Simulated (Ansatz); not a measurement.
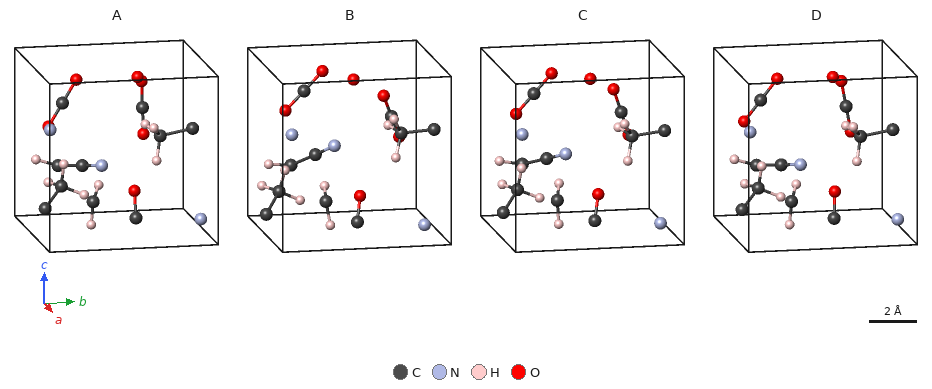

4 geometries from one relaxation of an amorphous cell of composition H3C3NO2, in shuffled order. Style: ball-and-stick. Shown: the cell of the calculation, slightly off an axis.

The cell holds 3 CH3CN + 3 CO2. The run prepares the start of a later molecular dynamics calculation, from a guessed geometry.

Level of theory: DFT PBE-D3(BJ), scalar-relativistic, plane waves, PAW (Ansatz). Set-up: plane-wave cutoff 420 eV; k-point mesh 1 × 1 × 1; occupations fermi dirac; smearing width 0.02 eV; no spin polarisation; atoms relaxed in a fixed cell; force threshold 0.3 eV/Å; at most 15 steps.

> Order the frames from highest to lowest energy.

A, D, C, B. They are steps 0, 2, 5, 8, at +1.343 eV per cell of the calculation, +0.574 eV per cell of the calculation, +0.118 eV per cell of the calculation relative to the last. Over 8 geometry steps the energy falls by 1.343 eV per cell of the calculation. Largest force component: 1.9 eV/Å at the start, 0.26 eV/Å at the end. The atom that moves furthest is an O atom (1.10 Å roughly along [−1 3 −1]). Largest moves by element: O 1.10 Å, H 0.92 Å, N 0.88 Å, C 0.79 Å. The cell stays as it was. Among the contacts that change: C–N 1.178 → 1.163 Å, C–C 1.461 → 1.447 Å, C–O 1.179 → 1.171 Å, C–H 1.092 → 1.098 Å. Among the angles between lasting bonds that change: O–C–O 180.0° → 177.2°. Cost: 32 s on 1 thread of Arm Neoverse V1 (shared host), peak memory 0.42 GiB.

Limits of the set-up: the program's low-accuracy preset was used; the periodic images lie only 7.4 Å apart, so the values are limited by the cell's size.
